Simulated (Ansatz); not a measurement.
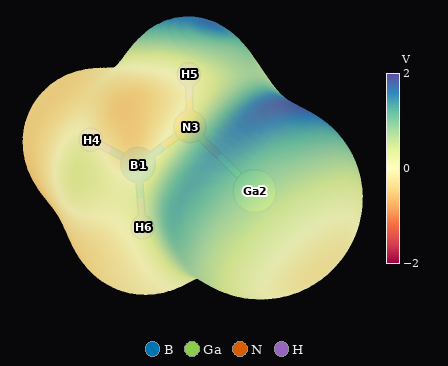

The picture shows: BGaH3N (SMILES B[NH][Ga]). The electrostatic potential painted on the density surface at 0.002 e/bohr³, seen at a tilt; the colour scale runs from red (negative) to blue (positive).

Geometry: B3LYP/6-31G*.

All numbers below come from isolated molecule in a Gaussian basis; Kohn-Sham density functional theory, functional PBE0 (Ansatz 0.2.0).

Input file:

```
crystal:
  periodic: [false, false, false]
  atoms:
    - {symbol: B, position_ang: [-0.319841, -0.526342, 0.124539]}
    - {symbol: Ga, position_ang: [-0.215414, 0.498305, -2.407487]}
    - {symbol: N, position_ang: [-0.492194, 0.715238, -0.492217]}
    - {symbol: H, position_ang: [-0.425906, -0.715645, 1.303959]}
    - {symbol: H, position_ang: [-0.723074, 1.532732, 0.064817]}
    - {symbol: H, position_ang: [-0.044992, -1.459868, -0.603151]}
basis:
  gaussian: {orbitals: def2-TZVPD}
hamiltonian: {xc: {name: PBE0}}
output: {forces: true, orbitals: {seedname: orbitals}}
```

Command:

```sh
ansatz run input.yaml --threads 1 --pin off --max-ram 2610MiB --events-out events.jsonl --progress --plain --runs-dir runs
```

> Which sites attract a positive test charge, and which a negative one?

A positive charge is drawn to the negative regions and a negative charge to the positive ones. The most negative region (about −0.6 V) lies over H4, the most positive (about +1.8 V) over Ga2.

> What dipole moment does the calculation give?

Its dipole moment is 1.78 D.
